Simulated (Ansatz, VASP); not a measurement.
# Cross-check of ZnO (zincite) between VASP and Ansatz

One calculation is typed for both programs; each brings its own data sets. How far apart do they land? Valence electrons are named where the data sets of a main pair hold unlike numbers.

Calculated with Ansatz 0.2.0; plane waves, with VASP 6.6.1 beside it; band structure at r2SCANh with an exact-exchange share of 0.1 and band structure at PBE-EpsX with an exact-exchange share of 0.171.

**1. Starting point**

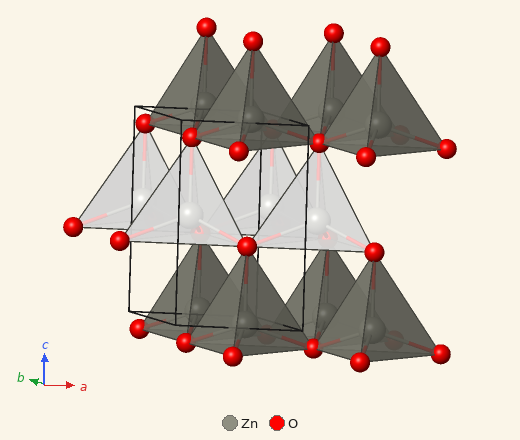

The cell as given, slightly off an axis (zinc grey, oxygen red). 2×2×1 cells are drawn. Some periodic images of atoms are drawn too.

Coordinates:

```xyz
4
Lattice="3.2493 0.0000 0.0000 -1.6247 2.8140 0.0000 0.0000 0.0000 5.2057" Properties=species:S:1:pos:R:3 pbc="T T T"
Zn    0.0000    1.8760    2.6029
Zn    1.6247    0.9380    0.0000
O     1.6247    0.9380    1.9730
O     0.0000    1.8760    4.5759
```

**2. VASP: band structure, r2SCANh with an exact-exchange share of 0.1**

The same path points are solved in both programs, so levels can be compared one by one.

Lines of VASP's logs that name or quote its potential files are left out, and so is its time.

The run reads the wave functions of an earlier VASP run, which isn't shown here.

Input file INCAR:

```
SYSTEM = ZnO
PREC = Accurate
ENCUT = 520
EDIFF = 1E-06
NELM = 100
ISMEAR = 0
SIGMA = 0.02
LREAL = .FALSE.
ALGO = Normal
LHFCALC = .TRUE.
AEXX = 0.1
METAGGA = R2SCAN
LASPH = .TRUE.
NBANDS = 24
PRECFOCK = Fast
HFRCUT = -1
LORBIT = 11
LWAVE = .FALSE.
LCHARG = .FALSE.
KPAR = 8
```

Input file POSCAR:

```
ZnO
1.0
    3.2493080000      0.0000000000      0.0000000000
   -1.6246540000      2.8139832727      0.0000000000
    0.0000000000      0.0000000000      5.2057090000
Zn O
2 2
Direct
    0.3333333333      0.6666666667      0.5000000000
    0.6666666667      0.3333333333      0.0000000000
    0.6666666667      0.3333333333      0.3790100000
    0.3333333333      0.6666666667      0.8790100000
```

Input file KPOINTS:

```
Automatic mesh
0
Gamma
5 5 3
0 0 0
```

Input file KPOINTS_OPT:

```
Line mode
6
Line-mode
Reciprocal
  0.00000000   0.00000000   0.00000000 GAMMA
  0.50000000   0.00000000   0.00000000 M

  0.50000000   0.00000000   0.00000000 M
  0.33333333   0.33333333   0.00000000 K

  0.33333333   0.33333333   0.00000000 K
  0.00000000   0.00000000   0.00000000 GAMMA

  0.00000000   0.00000000   0.00000000 GAMMA
  0.00000000   0.00000000   0.50000000 A

  0.00000000   0.00000000   0.50000000 A
  0.50000000   0.00000000   0.50000000 L

  0.50000000   0.00000000   0.50000000 L
  0.33333333   0.33333333   0.50000000 H

  0.33333333   0.33333333   0.50000000 H
  0.00000000   0.00000000   0.50000000 A

  0.50000000   0.00000000   0.50000000 L
  0.50000000   0.00000000   0.00000000 M

  0.33333333   0.33333333   0.00000000 K
  0.33333333   0.33333333   0.50000000 H
```

Potentials, in the order of the species: Zn and O (PBE family, release 64).

On the command line:

```sh
$ mpirun -np 8 vasp_std
```

Numbers of over 12 decimals in the logs are rounded to 6 here.

Log:

```text
[banner, memory and clock lines left out]
running    8 mpi-ranks, on    1 nodes
 distrk:  each k-point on    1 cores,    8 groups
 distr:  one band on    1 cores,    1 groups

 POSCAR found type information on POSCAR ZnO
 POSCAR found :  2 types and       4 ions
|                                                                             |
|           W    W    AA    RRRRR   N    N  II  N    N   GGGG   !!!           |
|           W    W   A  A   R    R  NN   N  II  NN   N  G    G  !!!           |
|           W    W  A    A  R    R  N N  N  II  N N  N  G       !!!           |
|           W WW W  AAAAAA  RRRRR   N  N N  II  N  N N  G  GGG   !            |
|           WW  WW  A    A  R   R   N   NN  II  N   NN  G    G                |
|           W    W  A    A  R    R  N    N  II  N    N   GGGG   !!!           |
|                                                                             |
|     For optimal performance we recommend to set                             |
|       NCORE = 2 up to number-of-cores-per-socket                            |
|     NCORE specifies how many cores store one orbital (NPAR=cpu/NCORE).      |
|     This setting can greatly improve the performance of VASP for DFT.       |
|     The default, NCORE=1 might be grossly inefficient on modern             |
|     multi-core architectures or massively parallel machines. Do your        |
|     Unfortunately you need to use the default for GW and RPA                |
|     calculations (for HF NCORE is supported but not extensively tested      |
|     yet).                                                                   |
|                                                                             |

|                                                                             |
|               ----> ADVICE to this user running VASP <----                  |
|                                                                             |
|     You enforced a specific xc type in the INCAR file but a different       |
|     [... a line on the potential file left out ...]
|     I HOPE YOU KNOW WHAT YOU ARE DOING!                                     |
|                                                                             |

 LDA part: xc-table for (None), standard interpolation
 found WAVECAR, reading the header
 POSCAR, INCAR and KPOINTS ok, starting setup
 FFT: planning ... GRIDC
 FFT: planning ... GRID_SOFT
 FFT: planning ... GRID
 HFRCUT set to (new)   9.481018
 reading WAVECAR
 the WAVECAR file was read successfully
 initial charge from wavefunction
 entering main loop
       N       E                     dE             d eps       ncg     rms          rms(c)
DAV:   1    -0.370443901218E+02   -0.37044E+02   -0.14484E+00   584   0.265E+01    0.264E+00
DAV:   2    -0.370021582331E+02    0.42232E-01   -0.45485E-01   560   0.134E+01    0.751E-01
DAV:   3    -0.370065837939E+02   -0.44256E-02   -0.25292E-02   656   0.227E+00    0.398E-01
DAV:   4    -0.370069498400E+02   -0.36605E-03   -0.16009E-03   544   0.356E-01    0.236E-01
DAV:   5    -0.370069719380E+02   -0.22098E-04   -0.87552E-05   544   0.109E-01    0.141E-01
DAV:   6    -0.370070058612E+02   -0.33923E-04   -0.46322E-05   528   0.668E-02    0.837E-02
DAV:   7    -0.370070316288E+02   -0.25768E-04   -0.11692E-05   512   0.362E-02    0.503E-02
DAV:   8    -0.370070468754E+02   -0.15247E-04   -0.42010E-06   496   0.214E-02    0.298E-02
DAV:   9    -0.370070559323E+02   -0.90569E-05   -0.13610E-06   352   0.133E-02    0.181E-02
DAV:  10    -0.370070608969E+02   -0.49646E-05   -0.90963E-07   272   0.109E-02    0.107E-02
DAV:  11    -0.370070641757E+02   -0.32788E-05   -0.23916E-07   264   0.792E-03    0.671E-03
DAV:  12    -0.370070657038E+02   -0.15281E-05   -0.30192E-07   264   0.731E-03    0.387E-03
DAV:  13    -0.370070669383E+02   -0.12345E-05   -0.90349E-08   264   0.481E-03    0.249E-03
DAV:  14    -0.370070674011E+02   -0.46278E-06   -0.70086E-08   264   0.396E-03
   1 F= -.37007067E+02 E0= -.37007067E+02  d E =-.451243E-33
 Start KPOINTS_OPT (optional k-point list driver)
k-point batch [1-10\54]
       N       E                     dE             ncg
DAV:   1     0.116548835112E+04   -0.83944E+04      488
DAV:   2    -0.173334534099E+04   -0.28988E+04      520
DAV:   3    -0.200972311017E+04   -0.27638E+03      536
DAV:   4    -0.201515377489E+04   -0.54307E+01      568
DAV:   5    -0.201519281262E+04   -0.39038E-01      640
DAV:   6    -0.201519311831E+04   -0.30569E-03      632
DAV:   7    -0.201519312179E+04   -0.34794E-05      608
DAV:   8    -0.201519312184E+04   -0.48472E-07      440
[...]
k-point batch [51-54\54]
       N       E                     dE             ncg
DAV:   1     0.877057445597E+04   -0.55637E+04      192
DAV:   2     0.762238622252E+04   -0.11482E+04      216
DAV:   3     0.751279970410E+04   -0.10959E+03      224
DAV:   4     0.751087387643E+04   -0.19258E+01      208
DAV:   5     0.751086155136E+04   -0.12325E-01      216
DAV:   6     0.751086146620E+04   -0.85160E-04      216
DAV:   7     0.751086146536E+04   -0.84575E-06      168
```

Parts of OUTCAR (step 2):

```text
ion  position               nearest neighbor table
   1  0.333  0.667  0.500-   4 1.97   3 1.98   3 1.98   3 1.98
   2  0.667  0.333  0.000-   3 1.97   4 1.98   4 1.98   4 1.98
   3  0.667  0.333  0.379-   2 1.97   1 1.98   1 1.98   1 1.98
   4  0.333  0.667  0.879-   1 1.97   2 1.98   2 1.98   2 1.98

  LATTYP: Found a hexagonal cell.
 ALAT       =     3.2493080000
 C/A-ratio  =     1.6020977390

 Subroutine GETGRP returns: Found 12 space group operations
 (whereof  6 operations were pure point group operations)

The static configuration has the point symmetry C_3v.
 The point group associated with its full space group is C_6v.

 Found     10 irreducible k-points:

   k-points           NKPTS =     10   k-points in BZ     NKDIM =     75   number of bands    NBANDS=     24

   dimension x,y,z NGX =    24 NGY =   24 NGZ =   40
   dimension x,y,z NGXF=    48 NGYF=   48 NGZF=   80

   ENCUT  =  520.0 eV  38.22 Ry    6.18 a.u.   6.04  6.04  9.68*2*pi/ulx,y,z

   NELECT =      36.0000    total number of electrons

 k-points in reciprocal lattice and weights: Automatic mesh
   0.00000000  0.00000000  0.00000000       0.013
   0.20000000 -0.00000000  0.00000000       0.080
   0.40000000 -0.00000000  0.00000000       0.080
   0.20000000  0.20000000  0.00000000       0.080
   0.40000000  0.20000000  0.00000000       0.080
   0.00000000  0.00000000  0.33333333       0.027
   0.20000000 -0.00000000  0.33333333       0.160
   0.40000000 -0.00000000  0.33333333       0.160
   0.20000000  0.20000000  0.33333333       0.160
   0.40000000  0.20000000  0.33333333       0.160

  exchange ACFDT corr.  =         0.00000000  see jH, gK, PRB 81, 115126

 average (electrostatic) potential at core
       1 -37.5141       2 -37.5141       3 -73.7207       4 -73.7207

 E-fermi :   0.3855

 k-point     1 :       0.0000    0.0000    0.0000
  band No.  band energies     occupation
    ...
     14      -0.6339      2.00000
     15      -0.6339      2.00000
     16       0.1523      2.00000
     17       0.2198      2.00000
     18       0.2198      2.00000
     19       2.3491      0.00000
     20       7.0710      0.00000
     21      10.1398      0.00000
     22      14.9236      0.00000
     23      14.9238      0.00000
    ...

 k-point     2 :       0.2000   -0.0000    0.0000
  band No.  band energies     occupation
    ...
     14      -1.8976      2.00000
     15      -1.1398      2.00000
     16      -1.1395      2.00000
     17      -0.1394      2.00000
     18      -0.0571      2.00000
     19       4.2165      0.00000
     20       8.4903      0.00000
     21      10.0225      0.00000
     22      12.2041      0.00000
     23      14.2590      0.00000
    ...

 k-point     3 :       0.4000   -0.0000    0.0000
  band No.  band energies     occupation
    ...
     14      -3.3849      2.00000
     15      -2.5476      2.00000
     16      -1.9973      2.00000
     17      -0.9069      2.00000
     18      -0.5521      2.00000
     19       6.7975      0.00000
     20       9.2256      0.00000
     21       9.3731      0.00000
     22      10.6080      0.00000
     23      12.9008      0.00000
    ...

  energy-cutoff  :      520.00
  volume of cell :       47.60
      direct lattice vectors                 reciprocal lattice vectors
     3.249308000  0.000000000  0.000000000     0.307757836  0.177684070  0.000000000
    -1.624654000  2.813983273  0.000000000     0.000000000  0.355368139  0.000000000
     0.000000000  0.000000000  5.205709000     0.000000000  0.000000000  0.192096792

 POSITION                                       TOTAL-FORCE (eV/Angst)
 -----------------------------------------------------------------------------------
     -0.00000      1.87599      2.60285         0.000000     -0.000000     -0.087317
      1.62465      0.93799      0.00000        -0.000000      0.000000     -0.087317
      1.62465      0.93799      1.97302         0.000000     -0.000000      0.087317
     -0.00000      1.87599      4.57587         0.000000      0.000000      0.087317
 -----------------------------------------------------------------------------------
    total drift:                                0.000001      0.000000     -0.072829

  FREE ENERGIE OF THE ION-ELECTRON SYSTEM (eV)
  ---------------------------------------------------
  free  energy   TOTEN  =       -37.0070674011 eV

  energy  without entropy=      -37.0070674011  energy(sigma->0) =      -37.00706740

 total charge
# of ion       s       p       d       tot
------------------------------------------
    1        0.425   0.479   9.933  10.837
    2        0.425   0.479   9.933  10.837
    3        1.552   3.498   0.000   5.050
    4        1.552   3.498   0.000   5.050
--------------------------------------------------
tot          3.955   7.954  19.865  31.774

[... 3 further parts left out ...]
```

[end of part 1 of 3]

[Lines on the potential files, build, host, timing and source positions are cut from VASP's logs without a mark.]

[Logs are printed without paths, hosts, clocks, repeated set-up lines and the standing remarks that a program may print on its own settings, such as how far it seeks lower states.]

[Hosts, paths, dates, database ids (printed as entryN), source tags and the programs' standing remarks are cut or masked in the printed files.]
